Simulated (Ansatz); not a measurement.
System: H₄OPSi (SMILES O[SiH2][PH-]) (charge −1).

Input

```
crystal:
  periodic: [false, false, false]
  atoms:
    - {symbol: O, position_ang: [-0.221938, -1.557130, -1.233502]}
    - {symbol: P, position_ang: [-2.222264, 1.037919, -1.934069]}
    - {symbol: Si, position_ang: [-1.213108, -0.290753, -0.512908]}
    - {symbol: H, position_ang: [-0.443019, -1.557042, -2.185273]}
    - {symbol: H, position_ang: [-2.239687, -1.027664, 0.333841]}
    - {symbol: H, position_ang: [-0.231782, 0.281598, 0.497546]}
    - {symbol: H, position_ang: [-0.994036, 1.751107, -2.238012]}
basis:
  gaussian:
    orbitals: def2-TZVPD
total_charge: -1
hamiltonian:
  xc: {name: PBE0}
output: {forces: true, orbitals: {seedname: orbitals}}
```

Launched as:

```sh
ansatz run input.yaml --threads 2 --pin off --max-ram 4350MiB --events-out events.jsonl --progress --plain --runs-dir runs
```

Geometry: BLYP-D3(BJ)/def2-SVPD.

These are results of isolated molecule in a Gaussian basis; Kohn-Sham density functional theory, functional PBE0 (Ansatz 0.2.0), not measurements.

What will maps of the electron density and electron localisation function show?

Answer. Si–O (1.76 Å): ρ is about 0.95 e/Å³ halfway; the ELF peaks at about 0.85 between the atoms, as expected for a shared but strongly polarised pair.
Si–P (2.19 Å): the density is about 0.76 e/Å³ at the midpoint; the ELF peaks at about 0.90 between the atoms: localised, covalent bonding.
O–H (0.98 Å): ρ at the midpoint is about 3.6 e/Å³; the ELF climbs to about 1 towards the hydrogen, as it does in any bond to H; a covalent bond by its length.

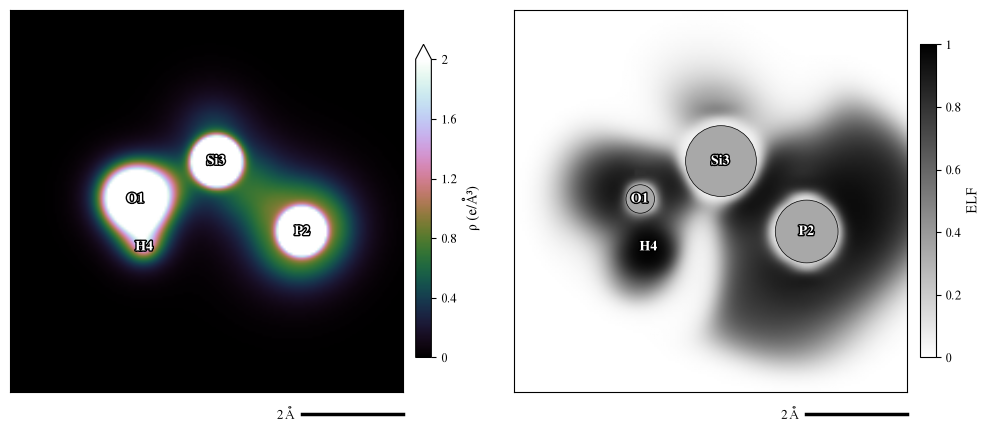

Computed electron density and electron localisation function on the plane of atoms O1, Si3 and P2, in this order. Grey discs cover the atomic cores in the ELF map. 
